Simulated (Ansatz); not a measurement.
**SnSe2 (CdI2 type): scan of one atom of the cell**

Relaxed SnSe2 (CdI2 type):

```
SnSe2
1.0
    7.68056     0.00000     0.00000
   -1.92014     3.32578     0.00000
    0.00000     0.00000     6.00569
Sn Se
2 4
Direct
  0.00000   0.00000   0.00000
  0.50000   0.00000   0.00000
  0.16667   0.66667   0.26533
  0.66667   0.66667   0.26533
  0.33333   0.33333   0.73467
  0.83333   0.33333   0.73467
```

In this cell atom 1 (Sn, nearest neighbour Se at 2.730 Å; its periodic images, 3.8 Å or more away, move with it) is moved by s along Cartesian x, unit vector (1.000, 0.000, 0.000); all other atoms and the cell stay fixed.

Calculation: PBE-D3(BJ) (plane waves to 420 eV, PAW, scalar-relativistic; Ansatz, an electronic-structure program). k mesh 4×8×5 (Γ-centred), Fermi-Dirac smearing 0.05 eV. E stands for the smeared free energy. SnSe2 was relaxed with its symmetry unable to fall. The zero of ΔE is the undisplaced structure.

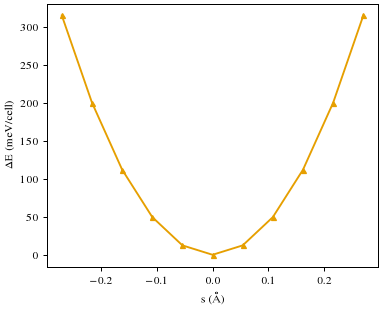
Figure: ΔE (meV/cell) against s (Å); computed points joined by lines.

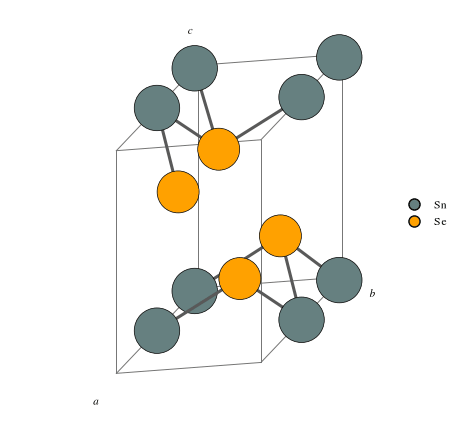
*The cell of the calculation at s = 0.270 Å.*

The energy at s = 0.270 Å is 315 meV/cell and the force along the line at s = -0.270 Å comes out as 2.37 eV/Å. The force constant k = d²E/ds² at s = 0 (finite differences) is 8.48 eV/Å². Symmetry of the curve: even: the same for both signs. Harmonic estimate at the end of the scan: ½ks² = 309 meV/cell against the computed 315 meV/cell, so the well is close to harmonic there.

With its periodic images moving along, the atom's site symmetry in this cell is 2/m.

(A displaced cell: forces are minus the slopes of the energy, force constants its curvatures, and phonons follow from these.)
